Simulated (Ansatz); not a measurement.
## Electronic structure of GeH$_{5}$NSi (SMILES [SiH3][NH+]=[GeH-]) in real space

The calculation's input:

```
crystal:
  periodic: [false, false, false]
  atoms:
    - {symbol: Ge, position_ang: [-0.658101, -2.097638, -0.869732]}
    - {symbol: N, position_ang: [-1.354551, -1.514356, 0.722799]}
    - {symbol: Si, position_ang: [-2.156140, 0.017930, 1.033824]}
    - {symbol: H, position_ang: [-2.555941, 0.056357, 2.475520]}
    - {symbol: H, position_ang: [-1.247128, 1.169585, 0.756137]}
    - {symbol: H, position_ang: [-1.264733, -2.152382, 1.509906]}
    - {symbol: H, position_ang: [-3.378911, 0.169671, 0.190276]}
    - {symbol: H, position_ang: [-1.094351, -0.744324, -1.618550]}
basis:
  gaussian: {orbitals: def2-TZVPD}
hamiltonian: {xc: pbe0}
output: {forces: true, orbitals: {seedname: orbitals}}
```

Launched as:

```sh
ansatz run input.yaml --threads 2 --pin off --max-ram 4350MiB --events-out events.jsonl --progress --plain --runs-dir runs
```

Geometry: PBE0-D3(BJ)/def2-SVP.

The calculation used isolated molecule in a Gaussian basis; Kohn-Sham density functional theory, functional PBE0 in Ansatz 0.2.0.

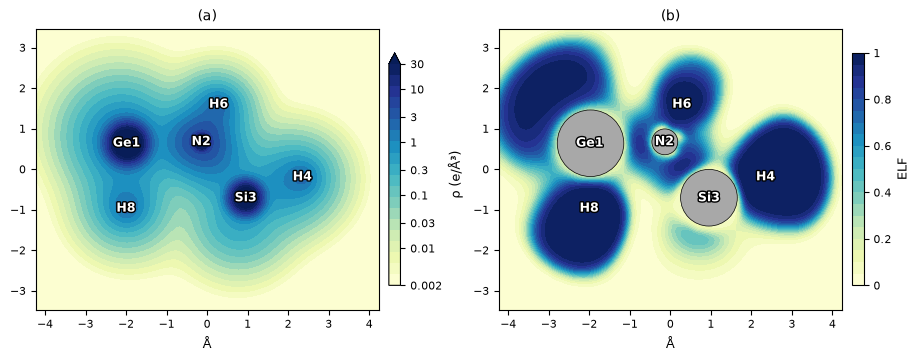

Figure 1. (a) total electron density; (b) ELF on the plane of atoms Ge1, N2 and Si3. Grey discs cover the atomic cores in the ELF map.

> Describe what can be read from this map.

The plane passes through Ge, N, Si and H nuclei.
Si–N (1.76 Å): ρ is about 1 e/Å³ halfway; the ELF peaks at about 0.90 between the atoms: a shared but strongly polarised pair.
Ge–N (1.83 Å): the density is about 0.94 e/Å³ at the midpoint; the ELF peaks at about 0.90 in the valence shell of N, 0.6 Å from its nucleus, and is about 0.40 at the midpoint.
N–H (1.02 Å): ρ at the midpoint is about 2.8 e/Å³; the ELF climbs to about 1 towards the hydrogen, as it does in any bond to H: an ordinary covalent bond to hydrogen.
Si–H (1.50 Å): ρ is about 0.8 e/Å³ halfway; the ELF climbs to about 1 towards the hydrogen.
Ge–H (1.61 Å): ρ at the midpoint is about 0.91 e/Å³; the ELF climbs to about 1 towards the hydrogen.

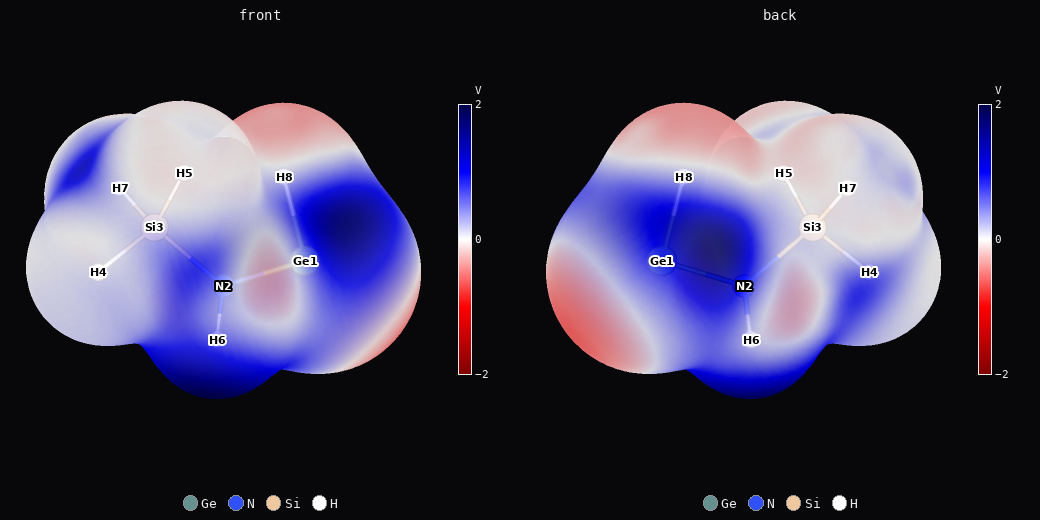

Figure 2. The molecular electrostatic potential painted on the density surface at 0.002 e/bohr³, seen from the front and from behind; the colour scale runs from red (negative) to blue (positive).

> Describe the electrostatic potential map.

The most negative region (about −0.6 V) lies over Ge1, the most positive (about +1.9 V) over H6.

> How polar is the molecule by this calculation?

Its dipole moment is 0.94 D.

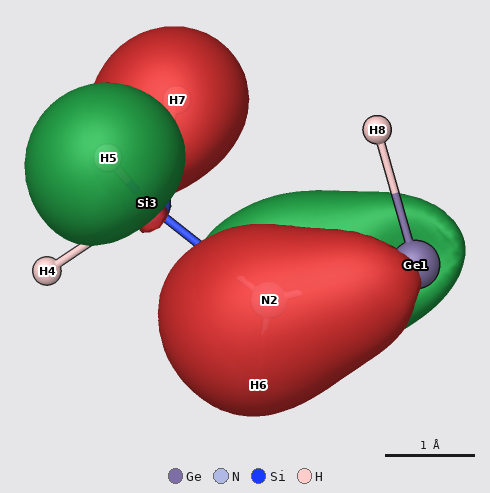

Figure 3. The HOMO−1 at ±0.1 Å⁻³ᐟ² (green and red are the two phases), seen at a tilt.

> Describe this orbital and give its energy.

By Hirshfeld shares it lies mainly on N2 (about 50 %), Si3 (about 15 %), Ge1 (about 15 %), H5 (about 10 %) and H7 (about 10 %). Its energy is −8.04 eV.
